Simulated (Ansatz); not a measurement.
**F4Zr: density, localisation and related maps**

```xyz
5

Zr    0.0004    0.0000    0.0004
F     0.0001    0.0000    1.8957
F     1.7874    0.0000   -0.6312
F    -0.8930    1.5474   -0.6314
F    -0.8930   -1.5474   -0.6314
```

Core potentials replace the inner electrons of Zr.

Level of theory: RKS PBE0-D4/def2-SVP (Ansatz).

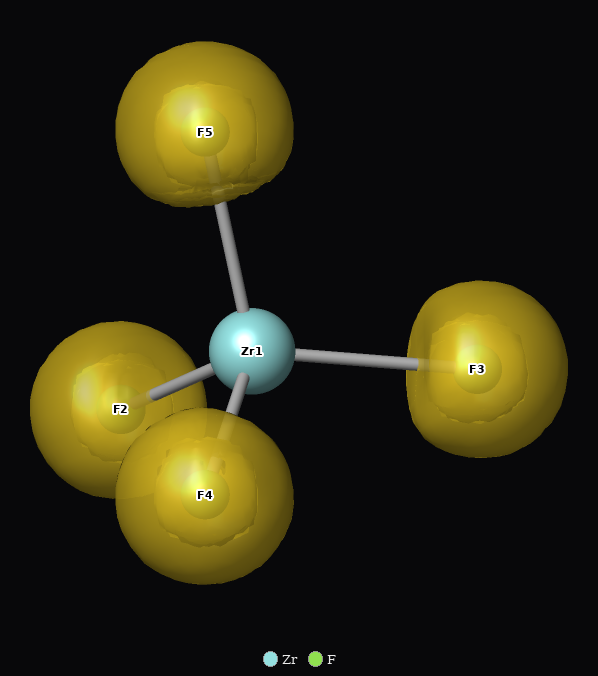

Figure 1. Isosurface of the ELF at 0.8 (yellow), seen from one side. Core shells and regions of very low density are left out.

Q: Where are the electrons localised?

A: The ELF exceeds this value in four regions wrapped around F (the valence shell of each). Profiles from the grid: Zr–F (1.90 Å): the ELF peaks at about 0.85 in the valence shell of F, 0.5 Å from its nucleus, and drops to about 0.20 between the two atoms.

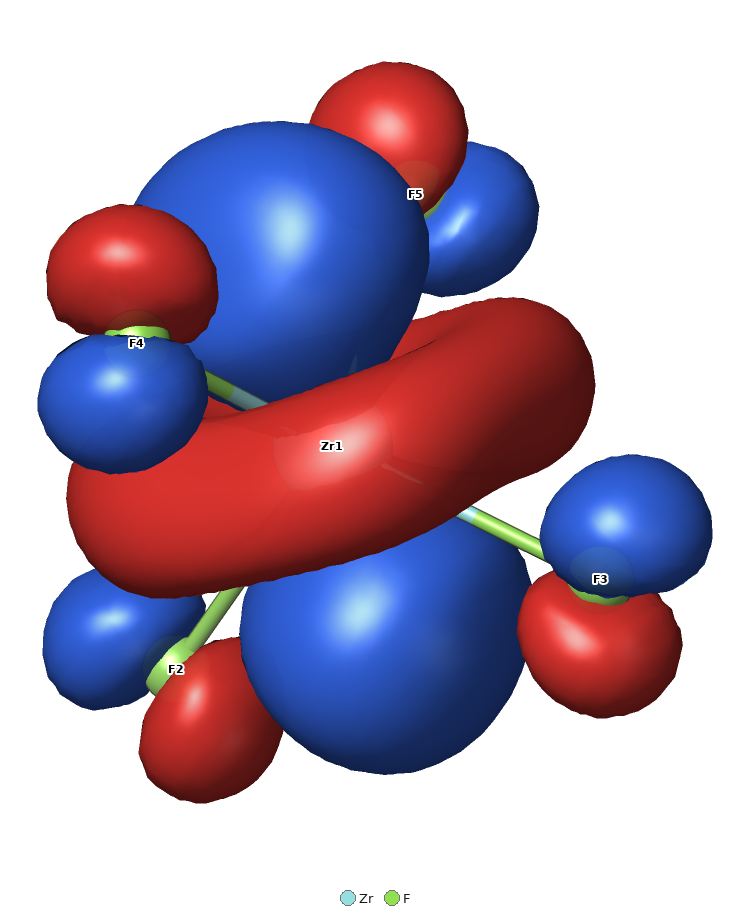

Figure 2. The LUMO at ±0.1 Å⁻³ᐟ² (red and blue are the two phases), seen at a tilt.

Q: Describe this orbital and give its energy.

A: Its weight (Hirshfeld) is mainly on Zr1 (about 75 %), F2 (about 5 %), F3 (about 5 %), F4 (about 5 %) and F5 (about 5 %). It is one of a degenerate set, so its orientation is arbitrary. Its energy is −1.23 eV.
